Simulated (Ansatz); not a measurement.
# PH₃+ (doublet): inputs that go wrong

4 inputs are run for PH₃+ (doublet) as typed; the log has to tell whether the result can be used and what must change.

Method: the settings change from run to run; program: Ansatz 0.2.0, Gaussian basis.

10 further runs of the same task are left out: 3 that didn't finish, 7 set aside as unsound or not needed. Runs told in other sessions of the task aren't counted.

**1. What is computed**

The geometry is a PBE0/def2-TZVP stationary point (not a proven minimum).

4 atoms, charge 1, spin multiplicity 2.

Atoms are counted from 1 here; the program's logs count them from 0.

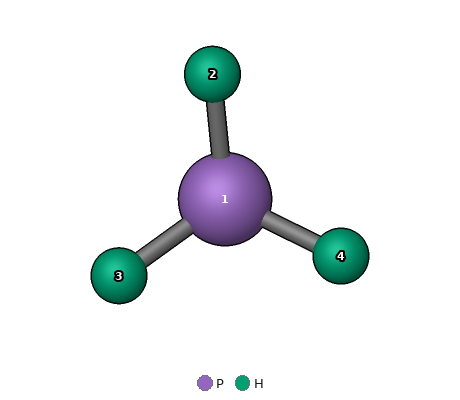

The geometry (phosphorus purple, hydrogen teal); atoms are numbered from 1 in the order of the file.

**2. Try 1**

Contents of in.yaml:

```yaml
crystal:
  periodic: [false, false, false]
  atoms:
    - {symbol: P, position_ang: [0.000079, -0.000045, -0.032941]}
    - {symbol: H, position_ang: [1.354052, 0.014506, 0.340675]}
    - {symbol: H, position_ang: [-0.690409, 1.166785, 0.334178]}
    - {symbol: H, position_ang: [-0.666085, -1.179917, 0.337423]}
basis:
  gaussian: {orbitals: def2-SVP}
total_charge: 1
magnetization: {spin_polarized: false, initial_magnetization: 1}
correlation: {method: sc_nevpt2, electrons: outside_noble_gas, active_space: {window: {electrons: 1, orbitals: 7}}}
output: {forces: true}
```

Run with:

```bash
$ ansatz run in.yaml --threads 1 --pin off --events-out ev --progress --plain --max-ram 2393MiB
```

The program printed:

```text
Functional definition: HF
  name "HF"
  cite "Fock, Z. Phys. 61, 126 (1930) doi:10.1007/BF01340294"
  parent pbe
  exchange = exact_x
  correlation = 0
317 factors; integrals over basis functions are off by at most 1.1e-3 eV
mean field evaluation 1: about -9307.0139 eV, gradient 9.1e0 eV
mean field evaluation 2: about -9307.0147 eV, gradient 9.1e0 eV
mean field evaluation 4: about -9307.5291 eV, gradient 5.5e-1 eV
mean field evaluation 8: about -9307.5334 eV, gradient 3.9e-6 eV
mean field -9307.53336202 eV, -342.0455421814 hartree, gradient 1.6e-6 eV, S^2 0.750000; 0 other end points of the search recorded, 0 dependent functions left out
reference -9307.53336202 eV, -342.0455421814 hartree; 9, 8 occupied and 24, 25 virtual orbitals, 317 factors
state -9307.53336202 eV, -342.0455421814 hartree
state -9307.53336202 eV, -342.0455421814 hartree; corrected -9310.38853083 eV, -342.1504677000 hartree
WARN: 6 active orbitals are nearly empty or full. The corrections depend on them more than the energy does, and are more stable in an active space without them
the calculation of the forces begins
Error: an active orbital is full or empty, and SC-NEVPT2 has no forces then: leave it out of the active space
```

It took 0.33 s on 1 thread of Arm Neoverse V1, shared host.

What is wrong: The run stopped with an error. It says: «an active orbital is full or empty, and SC-NEVPT2 has no forces then: leave it out of the active space». Cure: drop the forces, or choose an active space whose orbitals are all partly filled.

**3. Try 2**

Contents of in.yaml:

```yaml
crystal:
  periodic: [false, false, false]
  atoms:
    - {symbol: P, position_ang: [0.000079, -0.000045, -0.032941]}
    - {symbol: H, position_ang: [1.354052, 0.014506, 0.340675]}
    - {symbol: H, position_ang: [-0.690409, 1.166785, 0.334178]}
    - {symbol: H, position_ang: [-0.666085, -1.179917, 0.337423]}
basis:
  gaussian: {orbitals: STO-3G, point_charges: [{charge: -1.00, position_ang: [6.295, -0.194, -0.302]}]}
total_charge: 1
magnetization: {spin_polarized: false, initial_magnetization: 1}
correlation: {active_space: {window: {electrons: 3, orbitals: 3}, places: [1, 2]}}
scf: {lower_state_search: off}
```

Same command.

The program printed:

```text
Error: invalid value for `correlation.active_space`: name one of window, places and ras
```

Run time: 0.03 s. Hardware: 1 thread of Arm Neoverse V1, shared host.

**Diagnosis.** The run was refused. The active space is defined twice. Fix: keep one definition.

**4. Try 3**

Contents of in.yaml:

```yaml
crystal:
  periodic: [false, false, false]
  atoms:
    - {symbol: P, position_ang: [0.000079, -0.000045, -0.032941]}
    - {symbol: H, position_ang: [1.354052, 0.014506, 0.340675]}
    - {symbol: H, position_ang: [-0.690409, 1.166785, 0.334178]}
    - {symbol: H, position_ang: [-0.666085, -1.179917, 0.337423]}
basis:
  gaussian: {orbitals: 6-31G, fitting: {mean_field: def2-universal-jkfit}}
total_charge: 1
magnetization: {spin_polarized: false, initial_magnetization: 2}
correlation: {active_space: {window: {electrons: 5, orbitals: 7}, fixed_orbitals: true}}
```

Same command.

The program printed:

```text
Error: a molecule whose nuclei and cores have a total charge of 18 cannot have a net charge of 1 together with 2 unpaired electrons
```

It took 0.03 s on 1 thread of Arm Neoverse V1, shared host.

What is wrong: The run was refused. The number of unpaired electrons doesn't fit the electron count. To mend it, make charge and initial_magnetization agree.

**5. Try 4**

Contents of in.yaml:

```yaml
crystal:
  periodic: [false, false, false]
  atoms:
    - {symbol: P, position_ang: [0.000079, -0.000045, -0.032941]}
    - {symbol: H, position_ang: [1.354052, 0.014506, 0.340675]}
    - {symbol: H, position_ang: [-0.690409, 1.166785, 0.334178]}
    - {symbol: H, position_ang: [-0.666085, -1.179917, 0.337423]}
basis:
  gaussian: {orbitals: "6-31G*"}
total_charge: 1
magnetization: {spin_polarized: false, initial_magnetization: 1}
hamiltonian: {xc: pbe}
correlation: {active_space: {window: {electrons: 3, orbitals: 3}}}
```

Launched as before.

The program printed:

```text
Error: invalid value for `correlation.active_space`: it starts from restricted Hartree–Fock orbitals; set hamiltonian.xc: hf without magnetization.spin_polarized
```

It took 0.03 s on 1 thread of Arm Neoverse V1, shared host.

What is wrong: The run was refused. An active space is asked on a functional's orbitals. Cure: start from Hartree-Fock.

**6. Summary**

| try | level | ended | cause | time |
| --- | --- | --- | --- | --- |
| 1 | NEVPT2(1,7)/def2-SVP | stopped by an error | an active orbital is full or empty, and SC-NEVPT2 has no forces then: leave it out of the active space | 0.33 s |
| 2 | CASSCF(3,3)/STO-3G | refused | the active space is defined twice | 0.03 s |
| 3 | CASCI(5,7)/6-31G | refused | the number of unpaired electrons doesn't fit the electron count | 0.03 s |
| 4 | CASSCF(3,3)/6-31G* | refused | an active space is asked on a functional's orbitals | 0.03 s |

1 stopped by an error, 3 refused.
